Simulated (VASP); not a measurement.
Band structure of Ni₃Fe (L1_2). Calculation: revTPSS meta-GGA, VASP's PBE PAW potentials (set 64) (plane waves; VASP).

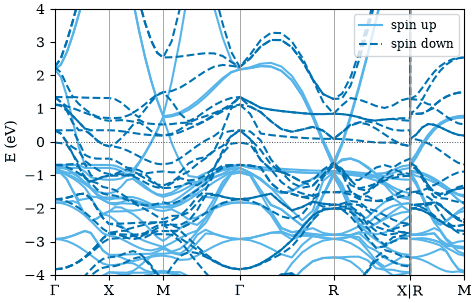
Figure. Bands along high-symmetry lines, zero at the valence-band maximum or, without a gap, the Fermi level

Problem. Read the plot: is there a gap, and where are the band edges?

Solution. It has no gap at this level: it comes out as a metal or semimetal.

The compound is Ni3Fe in the L1_2 structure. It was relaxed first.
